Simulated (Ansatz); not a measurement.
# Kohn anomalies in CdAg (Pm-3m), part 2 of 2

Wanted: frequencies of CdAg (Pm-3m) solved wavevector by wavevector at several smearings.

Ansatz 0.2.0; DFT PBEsol, scalar-relativistic, plane waves, PAW.

So far. Step 2 (Relaxation): The largest force is now zero by symmetry and the largest stress component 0.0090 GPa, small enough for phonons. Step 4 (Phonons along a line: Fermi–Dirac smearing of 0.25 eV): Against step 3 (now smearing width 0.25 eV), the free energy moves by -21.7 meV an atom. The relaxed cell has a = 3.308 Å (conventional setting).

## 5. Phonons along a line: Fermi–Dirac smearing of 0.04 eV (continued)

Each wavevector solved by linear response. Frequency against |q| along the line:

```tsv
|q| along the line (Å⁻¹)	mode 1 = mode 2 (cm⁻¹)	mode 3 (cm⁻¹)	mode 4 = mode 5 (cm⁻¹)	mode 6 (cm⁻¹)
0.000	0	0	139	139
0.119	15.0	20.0	138	138
0.356	42.8	55.8	131	138
0.594	66.2	84.4	120	133
0.831	86.2	104	105	128
```

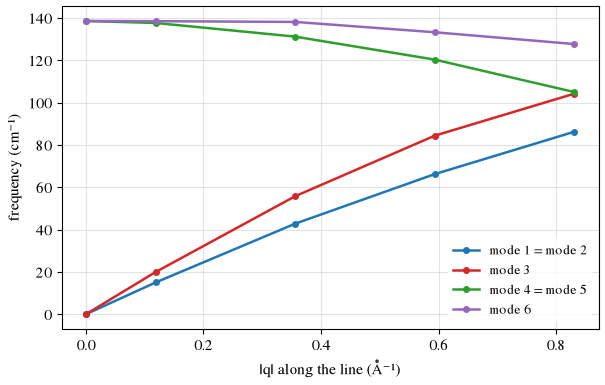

Frequency, plotted against |q| along the line.

Against step 3 (now smearing width 0.04 eV), the free energy moves by +3.9 meV an atom.

## 6. Phonons along a line: Methfessel–Paxton smearing of 0.2 eV

Each wavevector is solved by itself, so no interpolation smooths a dip of the branch.

input.yaml

```yaml
crystal:
  lattice:
    - [3.3079759737, 0.0, 0.0]
    - [0.0, 3.3079759737, 0.0]
    - [0.0, 0.0, 3.3079759737]
  atoms:
    - { symbol: Cd, position: [0.5, 0.5, 0.5] }
    - { symbol: Ag, position: [0.0, 0.0, 0.0] }
kpoints:
  mp_grid: { grid: [16, 16, 16] }
hamiltonian:
  xc: pbesol
scf:
  occupations: { method: methfessel_paxton, width: 0.2 }
output:
  eigenvalues: true
phonons:
  method: dfpt
  qpoints:
    - [0, 0, 0]
    - [0.0, 0.0625, 0.0]
    - [0.0, 0.1875, 0.0]
    - [0.0, 0.3125, 0.0]
    - [0.0, 0.4375, 0.0]
```

Started as:

```console
$ ansatz run input.yaml --threads 4 --pin off --max-ram 8192MiB --backend cpu --events-out ev --progress --plain --runs-dir out
```

Numbers of over 12 decimals in the logs are rounded to 6 here.

What it wrote:

```text
[...]
Crystal: 2 atoms, lattice volume = 36.198 Å³
Basis set: ecut = 420 eV, 739 PW (Γ), exchange–correlation on 48×48×48 points (8 copies of the dense FFT grid, shifted against one another)
Bands: 24, of which v1, the nominal top of the filled ones, is band 20 counted from 1 (19 counted from 0)
Symmetry: 48 space group operations
k-points: 165 of 4096
[...]
SCF iter   1: F=—  HF=-15706.470497 eV  |F-HF|=—  |Δ(HF+E_count)|=         —  Δρ=7.23e-3  dr2=1.49e-2  ethr=1.77e-3  ⟨swp⟩=4.9  Hψ=14597  notcnv=0
[...]
SCF iter   9: F=-15706.466383 eV  HF=-15706.466383 eV  |F-HF|=1.82e-12  |Δ(HF+E_count)|=    0.00e0  S|Δr|=    0.00e0  Δρ=7.09e-8  dr2=1.39e-12  ethr=1.00e-12  ⟨swp⟩=5.9  Hψ=15824  notcnv=0
SCF 1 converged in 9 iterations: F = -15706.466383 eV  dr2 = 1.39e-12
[...]
SCF converged after 9 iterations
Stability not checked: this state was not tested for a lower state beside it, because cold or Methfessel-Paxton smearing, or corrected tetrahedra, fill the levels in a way that the test cannot read (fill_not_monotonic; see scf.lower_state_search)
Free energy (F): -15706.466383 eV
[...]
Internal energy: -15706.464680 eV  (E = F + TS)
E sigma→0 (E₀):  -15706.465957 eV
Entropy (-TS):   -0.001703 eV (-0.851 meV/atom)
Fermi energy:    17.058852 eV
[...]
--- Band table (eV; the first three rows and the last of 165) ---
  k-point 0: bands = [... 16 lower, 12.7636, 12.7636, 12.7636, 22.0838, 22.0838, 22.0838, 26.9182, 28.0124]
  k-point 1: bands = [... 16 lower, 12.7326, 12.7326, 12.7566, 21.5760, 22.1950, 22.1950, 27.1421, 28.0226]
  k-point 2: bands = [... 16 lower, 12.6466, 12.6466, 12.7364, 20.4445, 22.5211, 22.5211, 27.3228, 28.0539]
  k-point 164: bands = [... 16 lower, 13.0412, 13.0412, 19.5390, 21.2602, 21.2602, 21.2602, 21.4283, 21.4283]
[...]
ASR residual: 3.081e-5 → 0.000e0 eV/Å²; symmetrization residual: 2.452e-7 eV/Å²
  ASR residual per site (eV/Å²): 6.00e-7 3.08e-5
  Γ frequencies (cm⁻¹): 0.00 0.00 0.00 138.24 138.24 138.24
[...]
--- Phonons (arbitrary-q DFPT): 5 explicit q-points ---
[...]
```

Run time: 9.9 min. Hardware: 4 threads of Arm Neoverse N1, shared host; peak memory 2.6 GiB.

Each wavevector solved by linear response. The frequency by |q| along the line:

```tsv
|q| along the line (Å⁻¹)	mode 1 = mode 2 (cm⁻¹)	mode 3 (cm⁻¹)	mode 4 = mode 5 (cm⁻¹)	mode 6 (cm⁻¹)
0.000	0	0	138	138
0.119	15.0	19.9	138	138
0.356	42.8	55.7	131	138
0.594	66.2	84.3	120	134
0.831	86.2	104	105	128
```

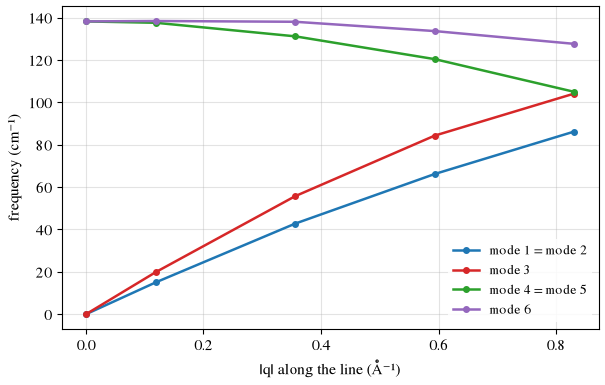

Frequency against |q| along the line.

Against step 3 (now occupations Methfessel-Paxton and smearing width 0.2 eV), the free energy moves by +4.5 meV an atom.

## 7. Smearing and the soft branch

Lowest frequency against |q| along the line:

```tsv
|q| along the line (Å⁻¹)	fermi dirac 0.1 eV, k 16x16x16 (cm⁻¹)	fermi dirac 0.25 eV, k 16x16x16 (cm⁻¹)	fermi dirac 0.04 eV, k 16x16x16 (cm⁻¹)	methfessel paxton 0.2 eV, k 16x16x16 (cm⁻¹)
0.000	0	0	0	0
0.119	15.0	14.9	15.0	15.0
0.356	42.8	42.5	42.8	42.8
0.594	66.1	65.9	66.2	66.2
0.831	86.3	86.3	86.2	86.2
```

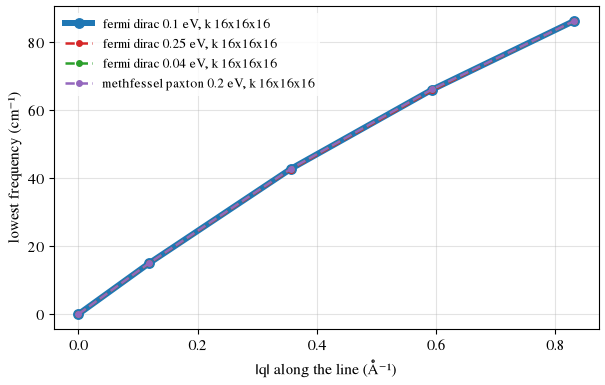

Lowest frequency against |q| along the line.

## 8. Summary of results

| Quantity | Value |
| --- | --- |
| phonon run of the rows without a label of their own | PBEsol, k 16×16×16 |
| lowest branch at the last solved point, Fermi–Dirac 0.1 eV | 86.3 cm⁻¹ at \|q\| = 0.831 Å⁻¹ |
| lowest branch at the last solved point, Fermi–Dirac 0.25 eV | 86.3 cm⁻¹ at \|q\| = 0.831 Å⁻¹ |
| lowest branch at the last solved point, Fermi–Dirac 0.04 eV | 86.2 cm⁻¹ at \|q\| = 0.831 Å⁻¹ |
| lowest branch at the last solved point, Methfessel–Paxton 0.2 eV | 86.2 cm⁻¹ at \|q\| = 0.831 Å⁻¹ |

**Reading.** No branch softens by more than 4 % of the top frequency as the smearing narrows, so no anomaly that hangs on the smearing shows at these points. The line holds 5 wavevectors, so a narrow dip between them would be missed. Between Fermi–Dirac 0.25 eV and Fermi–Dirac 0.04 eV the largest change, with modes counted by rank of frequency, is in mode 6 at |q| = 0.594 Å⁻¹, from 134 to 133 cm⁻¹; the branches hardly feel the smearing. Where branches cross, a count by rank can hide a softening. At the narrowest width the k mesh may not resolve the Fermi surface, so part of the change can be mesh noise.

[Logs are printed without paths, hosts, clocks, repeated set-up lines and the standing remarks that a program may print on its own settings, such as how far it seeks lower states.]

[Hosts, paths, dates, database ids (printed as entryN), source tags and the programs' standing remarks are cut or masked in the printed files.]
